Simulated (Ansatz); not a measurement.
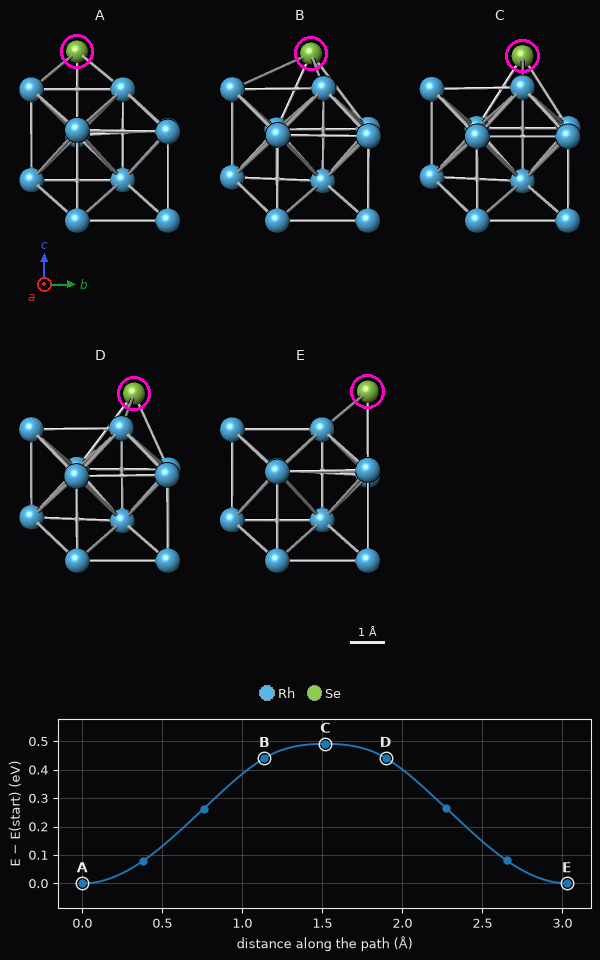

NEB run on Se on Rh(110) (17 atoms in the cell). Images are numbered from 0 (start) to 8 (end). Frames A to E are images 0, 3, 4, 5, 8. A ball-and-stick model of the simulation cell, with the vacuum cut short (origin moved), seen along the a axis. The moving atom is ringed, with any periodic copies. Bonds to atoms that aren't drawn are left out.

These are results of DFT PBE-D3(BJ), scalar-relativistic, plane waves, PAW in Ansatz, not measurements. Set-up: plane-wave cutoff 420 eV; k-point mesh 2 × 3 × 1; Gaussian smearing 0.05 eV; 4 atoms held fixed; 7 movable images; climbing image; force threshold 0.05 eV/Å; iteration limit 29; starting path by image-dependent pair potential.

Read off the barrier and say what moves.

Answer. The adsorbate starts on a bridge site and hops by a lattice vector of the surface; other mechanisms, such as exchange with a surface atom, weren't searched. The Se atom travels furthest, 2.69 Å from end to end, on a path that bends up to 0.14 Å away from the straight line. At the highest image its nearest neighbour (Rh) is 2.36 Å away, against 2.48 Å at the start, and the surrounding atoms stand up to 0.28 Å off the mean of their end positions. The two ends have the same energy, and the highest point, image 4, lies 0.49 eV above the start. The band converged in 16 iterations. The largest component of the band force went from 0.67 to 0.0067 eV/Å. The climbing image converged on the top of the path. A check of its curvatures found one unstable direction (−0.16 eV/Å²), as a transition state must have.

Limits of the set-up: the k-point mesh is coarse for a cell with partly filled bands; the periodic images lie only 5.4 Å apart, so the values are limited by the cell's size.

Cost: 26 min on 4 threads of Arm Neoverse V2, on a shared host, peak memory 5.3 GiB.
